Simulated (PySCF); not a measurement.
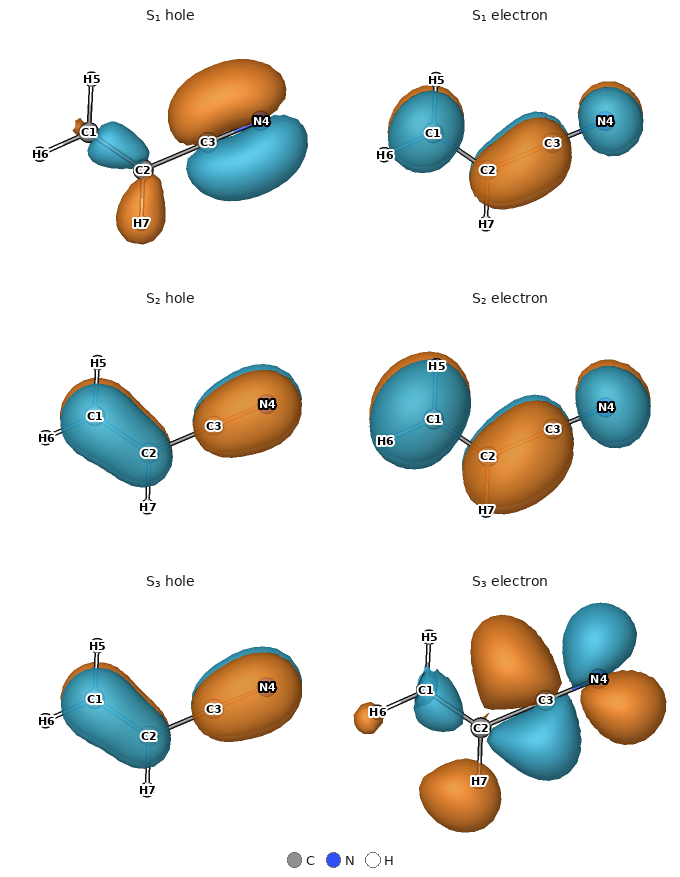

Figure 1: C$_{3}$H$_{3}$N, SMILES `C=CC#N`. Leading natural transition orbitals (TDA singlet states).

PySCF calculation, ωB97X/def2-TZVP, gas phase; geometry: GFN2-xTB. No frequency check shows the geometry to be a minimum. Without diffuse functions Rydberg states are missing, so the states' numbers hold for this basis only.

Input script:

```python
import numpy as np
from pyscf import gto, scf, dft, tdscf
from pyscf.scf import atom_ks, atom_hf
from scipy.linalg import block_diag

def solve(mol, dm0=None, hcore=None):
    mf = (dft.UKS if mol.spin else dft.RKS)(mol, xc='wb97x')
    mf.grids.level = 3
    mf = mf.density_fit(auxbasis='def2-universal-jkfit')
    mf.conv_tol, mf.max_cycle = 1e-8, 80
    if hcore is not None:
        mf.get_hcore = lambda *args: hcore
    mf.kernel(dm0)
    if not mf.converged:
        mf = mf.newton().run(mf.mo_coeff, mf.mo_occ, max_cycle=30)
    assert mf.converged, 'SCF not converged'
    return mf

mol = gto.M(atom='''
C      1.58654    -0.35619     0.00000
C      0.57704     0.50649     0.00000
C     -0.77267     0.09480     0.00000
N     -1.87230    -0.22913     0.00000
H      1.41936    -1.42087     0.00000
H      2.61078    -0.02401     0.00000
H      0.73055     1.57825     0.00000
''', basis='def2-tzvp', charge=0, spin=0, verbose=4)
mf = solve(mol)
td = mf.TDA()
td.nstates, td.singlet, td.conv_tol = 5, True, 1e-5
td.kernel()
td.analyze()
x, y = np.array([p[0] for p in td.xy]), np.array([p[1] + 0 * p[0] for p in td.xy])
f, mu = td.oscillator_strength(), td.transition_dipole()
nto = [td.get_nto(state=i + 1, verbose=4) for i in range(len(td.e))]
# spherically averaged free atoms, for the promolecule
atm = atom_ks.get_atm_nrks(mol, xc='wb97x')
pro = block_diag(*[(atm[a[0]][2] * atm[a[0]][3]) @ atm[a[0]][2].T for a in mol._atom])
np.savez('result.npz', e=td.e, f=f, ok=td.converged, w=[n[0] for n in nto], nto=[n[1] for n in nto], x=x, y=y, c=mf.mo_coeff, occ=mf.mo_occ, eps=mf.mo_energy, pro=pro, mu=mu)
```

Launched as:

```sh
OMP_NUM_THREADS=1 python input.py
```

The run took 4.6 min on 1 thread of Arm Neoverse V2, on a shared host, peak memory 0.7 GiB.

Q: Describe these excited states.

A: By state:
- S₁: 6.69 eV (185 nm), f = 0.000 (dark); the leading pair carries 97 %; hole on N4 (50 %), C3 (35 %) and C2 (7 %), electron on C1 (27 %), N4 (25 %) and C3 (21 %); their centroids lie 1.2 Å apart.
- S₂: 6.85 eV (181 nm), f = 0.382 (bright), π → π*; the leading pair carries 84 %; hole on N4 (37 %), C1 and C3 (21 % each) and C2 (16 %), electron on C1 (27 %), N4 (22 %) and C2 and C3 (20 % each) (shares are of the whole state, not of the leading pair alone); their centroids lie 0.6 Å apart.
- S₃: 7.42 eV (167 nm), f = 0.001 (very weak); the leading pair carries 96 %; hole on N4 (38 %), C1 and C3 (21 % each) and C2 (15 %), electron on N4 (36 %), C3 (34 %) and C2 (11 %); their centroids lie 0.3 Å apart.
